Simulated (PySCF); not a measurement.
Molecule: C₃H₁₈Si₅, SMILES CC[Si@@H](C)[Si]([SiH3])([SiH3])[SiH3].

```xyz
26

C      2.2483     1.3615    -0.8903
C      1.9643     0.2257    -1.8674
Si     0.9577    -1.2017    -1.1394
C      1.8630    -2.0455     0.2819
Si    -1.1117    -0.3972    -0.3663
Si    -2.6210    -2.1787    -0.1931
Si    -0.9296     0.5659     1.7613
Si    -1.9671     1.1898    -1.8588
H      2.7984     1.0110    -0.0024
H      1.3160     1.8262    -0.5309
H      2.8516     2.1581    -1.3536
H      2.9063    -0.1997    -2.2578
H      1.4187     0.6033    -2.7502
H      0.6824    -2.2043    -2.2209
H      1.2611    -2.8689     0.6962
H      2.0676    -1.3358     1.0987
H      2.8237    -2.4620    -0.0607
H     -3.9334    -1.7216     0.3614
H     -2.8550    -2.7944    -1.5364
H     -2.0628    -3.2275     0.7185
H     -0.0481     1.7750     1.7399
H     -0.3488    -0.4214     2.7252
H     -2.2807     0.9738     2.2588
H     -2.1563     0.5770    -3.2110
H     -1.0144     2.3373    -1.9914
H     -3.2835     1.7211    -1.3865
```

GIAO shifts, PBE0/pcSseg-1, PySCF 2.14.0, at a PBE0-D3(BJ)/def2-SVP geometry (no frequency check), against TMS for ¹³C and TMS for ²⁹Si computed at the same level. Gas phase, fully decoupled, line heights follow the number of nuclei, widths are arbitrary (no quadrupolar broadening); values of one conformer, averaged over nuclei that symmetry or rotation about single bonds exchange, these motions taken as fast; other conformers aren't averaged in.

Which ¹³C signals does it give?

3 signals.


| δ (ppm) | nuclei | atoms |
| --- | --- | --- |
| 10.8 | 1 | C1 |
| 8.2 | 1 | C2 |
| −6.5 | 1 | C4 |

How many ²⁹Si lines appear, and where?

3 signals.


| δ (ppm) | nuclei | atoms |
| --- | --- | --- |
| −27.9 | 1 | Si3 |
| −99.7 | 3 | Si6, Si7, Si8 |
| −161.5 | 1 | Si5 |

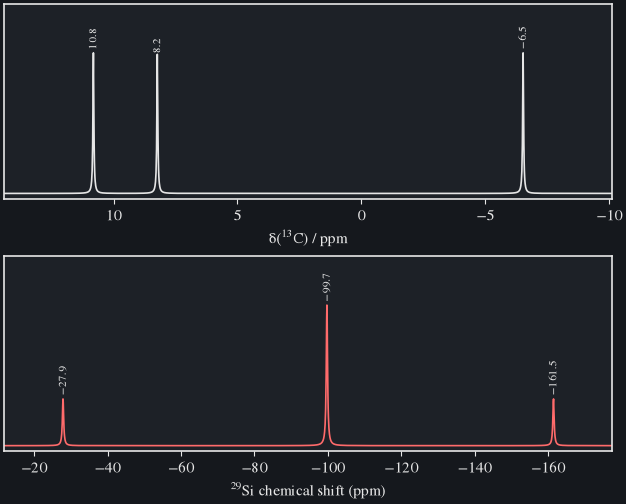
